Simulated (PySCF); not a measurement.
SMILES [OH][Ge]([OH])[OH], doublet at its B3LYP/def2-SVP optimised geometry (Å):

```
7

O     -0.8605     0.8075     0.0000
Ge    -0.3592    -0.9151     0.0000
O     -0.8600    -1.5797     1.5893
O      1.4349    -0.9151     0.0000
H     -1.8019     0.9151     0.2007
H     -0.4687    -2.4483     1.7638
H      1.8019    -0.3960    -0.7307
```

Level of theory: unrestricted B3LYP/def2-TZVP (PySCF). Cells within 0.4 Å of a nucleus heavier than hydrogen are left out (blank, or x).

Map of the Laplacian of the electron density (e/bohr⁵) on the plane z = 1.5 Å:

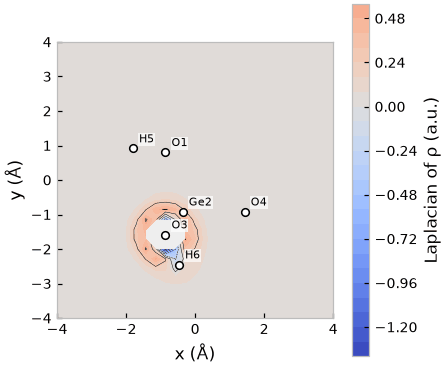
Laplacian of the electron density (e/bohr⁵) on the plane z = 1.5 Å.
